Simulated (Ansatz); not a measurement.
# SiN₂H+ (triplet): from Hartree-Fock to the top rungs, cc-pVTZ

How much of the correlation energy of SiN₂H+ (triplet) does each wave-function method recover here?

Method: cc-pVTZ, core rule «outside noble gas», up to 7 orbitals frozen; program: Ansatz 0.2.0, Gaussian basis.

Plan: UHF; CCSD(T) on ROHF; CCSD(T) on UHF; BCCD(T) on ROHF; CCSDT(Q) on ROHF; CCSDT(Q) on UHF.

5 further runs of the same task are left out: 5 set aside as unsound or not needed.

**1. The system**

The geometry is a PBE0/def2-TZVP stationary point (not a proven minimum) of the parent state, kept for this charge and spin.

4 atoms, charge 1, spin multiplicity 3.

Atoms are counted from 1 here; the program's logs count them from 0.

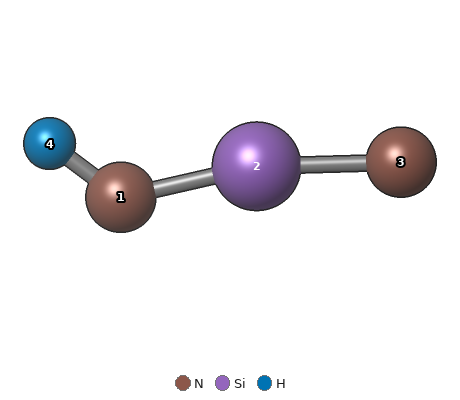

The geometry (nitrogen brown, silicon purple, hydrogen blue); atoms are numbered from 1 in the order of the file.

In the tables R marks a restricted open-shell determinant and U an unrestricted one; energies count from the table's Hartree-Fock row.

**2. UHF**

Input file in.yaml:

```yaml
crystal:
  periodic: [false, false, false]
  atoms:
    - {symbol: N, position_ang: [-0.000015, -0.250733, 1.000239]}
    - {symbol: Si, position_ang: [-0.000065, -0.038456, -0.558024]}
    - {symbol: N, position_ang: [0.000006, -0.137998, -2.188354]}
    - {symbol: H, position_ang: [0.000075, 0.427188, 1.746138]}
basis:
  gaussian: {orbitals: cc-pVTZ}
total_charge: 1
magnetization: {spin_polarized: true, initial_magnetization: 2}
hamiltonian: {xc: hf}
output: {orbitals: {seedname: orbitals}}
```

Started as:

```bash
$ ansatz run in.yaml --threads 1 --pin off --events-out ev --progress --plain --max-ram 2560MiB --backend cpu
```

The program printed:

```text
Functional definition: HF
  name "HF"
  cite "Fock, Z. Phys. 61, 126 (1930) doi:10.1007/BF01340294"
  parent pbe
  exchange = exact_x
  correlation = 0
853 factors; their error is unknown
mean field evaluation 1: about -10822.6483 eV, gradient 4.1e1 eV
mean field evaluation 2: about -10819.6371 eV, gradient 4.6e1 eV
mean field evaluation 4: about -10830.1948 eV, gradient 1.8e0 eV
mean field evaluation 8: about -10830.2962 eV, gradient 7.1e-1 eV
mean field evaluation 16: about -10830.4964 eV, gradient 1.5e-3 eV
mean field evaluation 32: about -10830.0776 eV, gradient 6.6e-1 eV
mean field evaluation 64: about -10826.5344 eV, gradient 1.9e-4 eV
mean field evaluation 96: about -10830.6724 eV, gradient 1.5e-1 eV
mean field evaluation 128: about -10830.6688 eV, gradient 1.8e-1 eV
mean field evaluation 160: about -10830.6191 eV, gradient 1.2e-1 eV
mean field evaluation 192: about -10828.6580 eV, gradient 5.7e0 eV
mean field evaluation 224: about -10828.8558 eV, gradient 2.8e0 eV
mean field evaluation 256: about -10829.6328 eV, gradient 3.1e-1 eV
mean field evaluation 288: about -10827.7054 eV, gradient 1.9e0 eV
mean field evaluation 320: about -10825.1814 eV, gradient 2.7e1 eV
mean field evaluation 352: about -10825.9435 eV, gradient 2.2e1 eV
mean field evaluation 384: about -10830.3832 eV, gradient 6.4e-1 eV
mean field -10830.70777713 eV, -398.0211694923 hartree, gradient 8.8e-6 eV, S^2 2.542644; 6 other end points of the search recorded, 0 dependent functions left out
reference -10830.70777713 eV, -398.0211694923 hartree; 15, 13 occupied and 93, 95 virtual orbitals, 853 factors
Total energy: -10830.70777713 eV, -398.0211694923 hartree
```

Wall time 13 s (1 thread of AMD EPYC 7R13, shared host); peak memory 0.26 GiB.

From the report: ⟨S²⟩ of the determinant 2.543 (pure triplet: 2.00). The determinant is far from a pure spin state, so its energy mixes those of several spin states (harmless only where they are near-degenerate, as at dissociation).

**3. CCSD(T) on ROHF**

in.yaml, as its differences from that of step 2:

```diff
@@ -10,4 +10,3 @@
 total_charge: 1
-magnetization: {spin_polarized: true, initial_magnetization: 2}
-hamiltonian: {xc: hf}
-output: {orbitals: {seedname: orbitals}}
+magnetization: {spin_polarized: false, initial_magnetization: 2}
+correlation: {method: ccsd_t, electrons: outside_noble_gas}
```

Started as:

```bash
$ ansatz run in.yaml --threads 2 --pin off --events-out ev --progress --plain --max-ram 15360MiB --backend cuda --devices 0, --max-vram 18GiB
```

The program printed (excerpt; [...] marks lines left out):

```text
Functional definition: HF
  name "HF"
  cite "Fock, Z. Phys. 61, 126 (1930) doi:10.1007/BF01340294"
  parent pbe
[...]
651 factors; integrals over basis functions are off by at most 1.7e-3 eV
[...]
mean field -10830.19720307 eV, -398.0024062414 hartree, gradient 2.1e-6 eV, S^2 2.000000; 15 other end points of the search recorded, 0 dependent functions left out
[...]
determinant -10830.19720307 eV, -398.0024062414 hartree, with singles and doubles -10842.71457518 eV, -398.4624111819 hartree
determinant -10829.53344208 eV, -397.9780134752 hartree, with singles and doubles -10842.34202074 eV, -398.4487200587 hartree
determinant -10829.31896947 eV, -397.9701317518 hartree, with singles and doubles -10841.67880033 eV, -398.4243471583 hartree
determinant -10829.22793576 eV, -397.9667863250 hartree, with singles and doubles -10842.13313891 eV, -398.4410437931 hartree
[...]
determinant -10830.19720307 eV, -398.0024062414 hartree, with singles and doubles -10842.66352324 eV, -398.4605350579 hartree
determinant -10829.53344208 eV, -397.9780134752 hartree, with singles and doubles -10842.43981329 eV, -398.4523138688 hartree
determinant -10829.15914888 eV, -397.9642584536 hartree, with singles and doubles -10842.57186985 eV, -398.4571668577 hartree
[...]
unrestricted determinant -10830.70812715 eV, -398.0211823552 hartree, S^2 2.5426
7 core orbitals not correlated: weight in the atoms' cores, before any rotation towards them, 1.000 or more for the frozen orbitals, at most 0.000 for the correlated occupied ones
reference -10830.19720307 eV, -398.0024062414 hartree; 8, 6 occupied and 93, 95 virtual orbitals, 651 factors
second order -11.74783556 eV of doubles, -0.10657512 eV of singles
cycle   1  -12.46632113 eV  change   -9.5e-7 eV  update   2.8e-6
perturbative correction -0.74927227 eV, -0.0275352479 hartree
Total energy: -10843.41279646 eV, -398.4880703407 hartree
```

Run time: 23 s. Hardware: 1 × H100 (card shared with other runs) with 2 threads of AMD EPYC 7R13, shared host; peak host memory 0.86 GiB.

From the report: correlation -13.2156 eV; T1 0.062; largest double amplitude 0.08.

**4. CCSD(T) on UHF**

in.yaml, as its differences from that of step 3:

```diff
@@ -10,3 +10,3 @@
 total_charge: 1
-magnetization: {spin_polarized: false, initial_magnetization: 2}
+magnetization: {spin_polarized: true, initial_magnetization: 2}
 correlation: {method: ccsd_t, electrons: outside_noble_gas}
```

The command is unchanged.

The program printed (excerpt; [...] marks lines left out):

```text
Functional definition: HF
  name "HF"
  cite "Fock, Z. Phys. 61, 126 (1930) doi:10.1007/BF01340294"
  parent pbe
[...]
651 factors; integrals over basis functions are off by at most 1.7e-3 eV
[...]
mean field -10830.70812715 eV, -398.0211823552 hartree, gradient 2.9e-6 eV, S^2 2.542643; 26 other end points of the search recorded, 0 dependent functions left out
determinant -10830.70812715 eV, -398.0211823552 hartree, with singles and doubles -10842.64476269 eV, -398.4598456203 hartree
determinant -10830.32932381 eV, -398.0072615892 hartree, with singles and doubles -10842.61402468 eV, -398.4587160192 hartree
determinant -10830.32923837 eV, -398.0072584493 hartree, with singles and doubles -10842.63333419 eV, -398.4594256308 hartree
determinant -10829.64140112 eV, -397.9819808965 hartree, with singles and doubles -10841.59915855 eV, -398.4214203769 hartree
[...]
determinant -10827.60343600 eV, -397.9070870597 hartree, with singles and doubles -10838.64583341 eV, -398.3128876799 hartree
determinant -10830.70812715 eV, -398.0211823552 hartree, with singles and doubles -10842.66057944 eV, -398.4604268751 hartree
determinant -10830.32932381 eV, -398.0072615892 hartree, with singles and doubles -10842.62205552 eV, -398.4590111472 hartree
determinant -10830.32923837 eV, -398.0072584493 hartree, with singles and doubles -10842.63048878 eV, -398.4593210637 hartree
7 core orbitals not correlated: weight in the atoms' cores, before any rotation towards them, 1.000 or more for the frozen orbitals, at most 0.000 for the correlated occupied ones
reference -10830.70812715 eV, -398.0211823552 hartree; 8, 6 occupied and 93, 95 virtual orbitals, 651 factors
second order -10.49556579 eV of doubles, -0.00000000 eV of singles
cycle   1  -11.95245155 eV  change    7.4e-7 eV  update   3.1e-6
perturbative correction -0.67331601 eV, -0.0247439072 hartree
Total energy: -10843.33389472 eV, -398.4851707552 hartree
```

It took 13 s on 1 × H100 (card shared with other runs) with 2 threads of AMD EPYC 7R13, shared host; peak host memory 0.84 GiB.

From the report: ⟨S²⟩ of the determinant 2.543 (pure triplet: 2.00); correlation -12.6258 eV; T1 0.079; largest double amplitude 0.10. The determinant is far from a pure spin state, so its energy mixes those of several spin states (harmless only where they are near-degenerate, as at dissociation).

**5. BCCD(T) on ROHF**

in.yaml, as its differences from that of step 4:

```diff
@@ -10,3 +10,3 @@
 total_charge: 1
-magnetization: {spin_polarized: true, initial_magnetization: 2}
-correlation: {method: ccsd_t, electrons: outside_noble_gas}
+magnetization: {spin_polarized: false, initial_magnetization: 2}
+correlation: {method: bccd_t, electrons: outside_noble_gas}
```

The command is unchanged.

The program printed (excerpt; [...] marks lines left out):

```text
Functional definition: HF
  name "HF"
  cite "Fock, Z. Phys. 61, 126 (1930) doi:10.1007/BF01340294"
  parent pbe
[...]
651 factors; integrals over basis functions are off by at most 1.7e-3 eV
[...]
mean field -10830.19720307 eV, -398.0024062414 hartree, gradient 2.1e-6 eV, S^2 2.000000; 15 other end points of the search recorded, 0 dependent functions left out
[...]
determinant -10830.19720307 eV, -398.0024062414 hartree, with singles and doubles -10842.71457518 eV, -398.4624111819 hartree
determinant -10829.53344208 eV, -397.9780134752 hartree, with singles and doubles -10842.34202074 eV, -398.4487200587 hartree
determinant -10829.31896947 eV, -397.9701317518 hartree, with singles and doubles -10841.67880033 eV, -398.4243471583 hartree
determinant -10829.22793576 eV, -397.9667863250 hartree, with singles and doubles -10842.13313891 eV, -398.4410437931 hartree
[...]
determinant -10830.19720307 eV, -398.0024062414 hartree, with singles and doubles -10842.66352324 eV, -398.4605350579 hartree
determinant -10829.53344208 eV, -397.9780134752 hartree, with singles and doubles -10842.43981329 eV, -398.4523138688 hartree
determinant -10829.15914888 eV, -397.9642584536 hartree, with singles and doubles -10842.57186985 eV, -398.4571668577 hartree
[...]
unrestricted determinant -10830.70812715 eV, -398.0211823552 hartree, S^2 2.5426
7 core orbitals not correlated: weight in the atoms' cores, before any rotation towards them, 1.000 or more for the frozen orbitals, at most 0.000 for the correlated occupied ones
reference -10830.19720307 eV, -398.0024062414 hartree; 8, 6 occupied and 93, 95 virtual orbitals, 651 factors
second order -11.74783556 eV of doubles, -0.10657512 eV of singles
cycle   1  -12.27178023 eV  change    1.9e-1 eV  update   6.7e-2
[...]
cycle  22  -12.39579419 eV  change    9.3e-6 eV  update   9.6e-6
perturbative correction -0.80648419 eV, -0.0296377475 hartree
Total energy: -10843.39948145 eV, -398.4875810231 hartree
```

Run time: 8 s. Hardware: 1 × H100 (card shared with other runs) with 2 threads of AMD EPYC 7R13, shared host; peak host memory 0.86 GiB.

From the report: correlation -13.2023 eV; largest double amplitude 0.08.

**6. CCSDT(Q) on ROHF**

in.yaml, as its differences from that of step 5:

```diff
@@ -11,2 +11,2 @@
 magnetization: {spin_polarized: false, initial_magnetization: 2}
-correlation: {method: bccd_t, electrons: outside_noble_gas}
+correlation: {method: ccsdt_q, electrons: outside_noble_gas}
```

The command is unchanged.

The program printed (excerpt; [...] marks lines left out):

```text
Functional definition: HF
  name "HF"
  cite "Fock, Z. Phys. 61, 126 (1930) doi:10.1007/BF01340294"
  parent pbe
[...]
1341 factors; integrals over basis functions are off by at most 1.5e-7 eV
[...]
mean field -10830.19723316 eV, -398.0024073471 hartree, gradient 5.3e-6 eV, S^2 2.000000; 15 other end points of the search recorded, 0 dependent functions left out
[...]
determinant -10830.19723316 eV, -398.0024073471 hartree, with singles and doubles -10842.71462005 eV, -398.4624128311 hartree
determinant -10829.53347016 eV, -397.9780145068 hartree, with singles and doubles -10842.34206490 eV, -398.4487216817 hartree
determinant -10829.31899879 eV, -397.9701328295 hartree, with singles and doubles -10841.67884774 eV, -398.4243489006 hartree
determinant -10829.22796507 eV, -397.9667874020 hartree, with singles and doubles -10842.13318717 eV, -398.4410455668 hartree
[...]
determinant -10830.19723316 eV, -398.0024073471 hartree, with singles and doubles -10842.66354098 eV, -398.4605357098 hartree
determinant -10829.53347016 eV, -397.9780145068 hartree, with singles and doubles -10842.43983093 eV, -398.4523145169 hartree
determinant -10829.15917723 eV, -397.9642594956 hartree, with singles and doubles -10842.57188765 eV, -398.4571675121 hartree
[...]
unrestricted determinant -10830.70815772 eV, -398.0211834785 hartree, S^2 2.5426
7 core orbitals not correlated: weight in the atoms' cores, before any rotation towards them, 1.000 or more for the frozen orbitals, at most 0.000 for the correlated occupied ones
reference -10830.19723316 eV, -398.0024073471 hartree; 8, 6 occupied and 93, 95 virtual orbitals, 1341 factors
second order -11.74785563 eV of doubles, -0.10657519 eV of singles
cycle   1  -11.75791424 eV  change    9.9e-2 eV  update   1.6e-1
[...]
cycle  37  -13.28345261 eV  change   -4.7e-7 eV  update   2.8e-7
perturbative correction -0.08524553 eV, -0.0031327154 hartree
Total energy: -10843.56593130 eV, -398.4936979422 hartree
```

It took 61 s on 1 × H100 (card shared with other runs) with 2 threads of AMD EPYC 7R13, shared host; peak host memory 1.6 GiB.

From the report: correlation -13.3687 eV; T1 0.082; largest double amplitude 0.12.

**7. CCSDT(Q) on UHF**

in.yaml, as its differences from that of step 6:

```diff
@@ -10,3 +10,3 @@
 total_charge: 1
-magnetization: {spin_polarized: false, initial_magnetization: 2}
+magnetization: {spin_polarized: true, initial_magnetization: 2}
 correlation: {method: ccsdt_q, electrons: outside_noble_gas}
```

Launched as before.

The program printed (excerpt; [...] marks lines left out):

```text
Functional definition: HF
  name "HF"
  cite "Fock, Z. Phys. 61, 126 (1930) doi:10.1007/BF01340294"
  parent pbe
[...]
1341 factors; integrals over basis functions are off by at most 1.5e-7 eV
[...]
mean field -10830.70815772 eV, -398.0211834785 hartree, gradient 2.5e-6 eV, S^2 2.542644; 26 other end points of the search recorded, 0 dependent functions left out
determinant -10830.70815772 eV, -398.0211834785 hartree, with singles and doubles -10842.64480578 eV, -398.4598472038 hartree
determinant -10830.32935508 eV, -398.0072627382 hartree, with singles and doubles -10842.61406500 eV, -398.4587175011 hartree
determinant -10830.32926947 eV, -398.0072595923 hartree, with singles and doubles -10842.63338415 eV, -398.4594274667 hartree
determinant -10829.64143127 eV, -397.9819820047 hartree, with singles and doubles -10841.59920247 eV, -398.4214219909 hartree
[...]
determinant -10830.70815772 eV, -398.0211834785 hartree, with singles and doubles -10842.66059706 eV, -398.4604275227 hartree
determinant -10830.32935508 eV, -398.0072627382 hartree, with singles and doubles -10842.62207029 eV, -398.4590116898 hartree
determinant -10830.32926947 eV, -398.0072595923 hartree, with singles and doubles -10842.63050869 eV, -398.4593217956 hartree
7 core orbitals not correlated: weight in the atoms' cores, before any rotation towards them, 1.000 or more for the frozen orbitals, at most 0.000 for the correlated occupied ones
reference -10830.70815772 eV, -398.0211834785 hartree; 8, 6 occupied and 93, 95 virtual orbitals, 1341 factors
second order -10.49558185 eV of doubles, -0.00000000 eV of singles
cycle   1  -10.93789251 eV  change   -4.4e-1 eV  update   1.4e-1
[...]
cycle  32  -12.75937667 eV  change   -7.6e-7 eV  update   7.7e-7
perturbative correction -0.12187020 eV, -0.0044786473 hartree
Total energy: -10843.58940459 eV, -398.4945605698 hartree
```

It took 49 s on 1 × H100 (card shared with other runs) with 2 threads of AMD EPYC 7R13, shared host; peak host memory 1.4 GiB.

From the report: ⟨S²⟩ of the determinant 2.543 (pure triplet: 2.00); correlation -12.8812 eV; T1 0.096; largest double amplitude 0.17. The determinant is far from a pure spin state, so its energy mixes those of several spin states (harmless only where they are near-degenerate, as at dissociation).

**8. All levels against the top one**

No level here is safe as a reference; RCCSDT(Q) serves as a yardstick only. Rows without a time come out of other runs: HF, MP2 and CCSD of CCSD(T), CCSDT of CCSDT(Q).

```csv
method,energy from the lowest RHF (kcal/mol),from RCCSDT(Q) (kcal/mol),time
RHF,0.00,+308.29,
UHF,-11.78,+296.51,
RMP2,-273.37,+34.92,
UMP2,-253.82,+54.47,
RCCSD,-287.48,+20.81,
UCCSD,-287.41,+20.88,
RCCSD(T),-304.76,+3.53,23 s
UCCSD(T),-302.94,+5.35,13 s
BCCD(T),-304.45,+3.84,8 s
RCCSDT,-306.32,+1.97,
UCCSDT,-306.02,+2.27,
RCCSDT(Q),-308.29,0,61 s
UCCSDT(Q),-308.83,-0.54,49 s
```

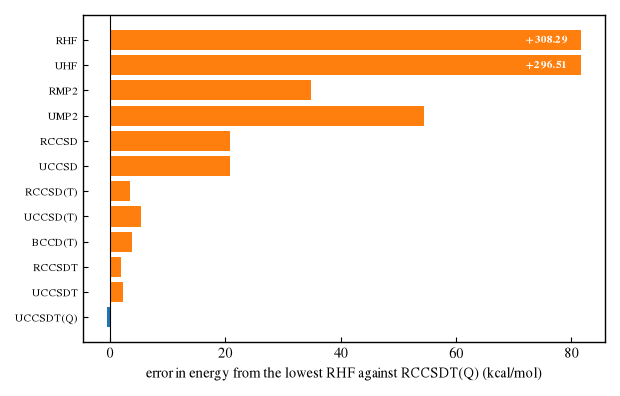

Deviations from RCCSDT(Q), method by method. Bars with a number in them are cut short.

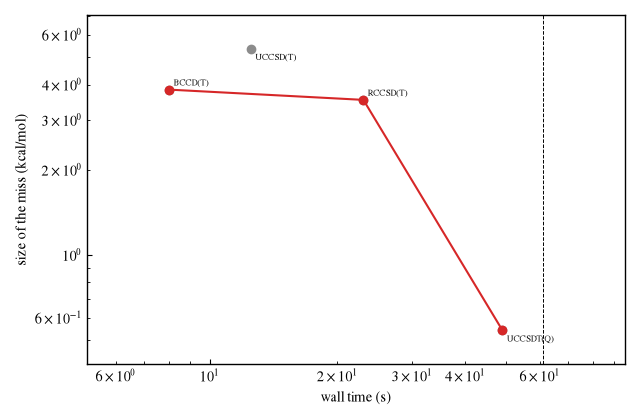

Accuracy for the time spent; red marks the levels that beat every quicker one drawn (of those quicker than the yardstick), and the dashed line is the time of RCCSDT(Q). Times are from a shared host.

**9. Summary of results**

```
                      quantity            value
RCCSDT(Q) below the RHF energy      -13.3687 eV
           RMP2 from RCCSDT(Q)  +34.92 kcal/mol
           UMP2 from RCCSDT(Q)  +54.47 kcal/mol
          RCCSD from RCCSDT(Q)  +20.81 kcal/mol
       RCCSD(T) from RCCSDT(Q)   +3.53 kcal/mol
       UCCSD(T) from RCCSDT(Q)   +5.35 kcal/mol
      UCCSDT(Q) from RCCSDT(Q)   -0.54 kcal/mol
                 T1 diagnostic            0.062
```

What this shows: RCCSD(T) misses by +3.53 kcal/mol, 1.1 % of the correlation energy. CCSD(T) misses by +3.53 kcal/mol on the restricted determinant and by +5.35 kcal/mol on the unrestricted one; the two need not hold the same state or core. Warnings: spin contamination; large T1 diagnostic.
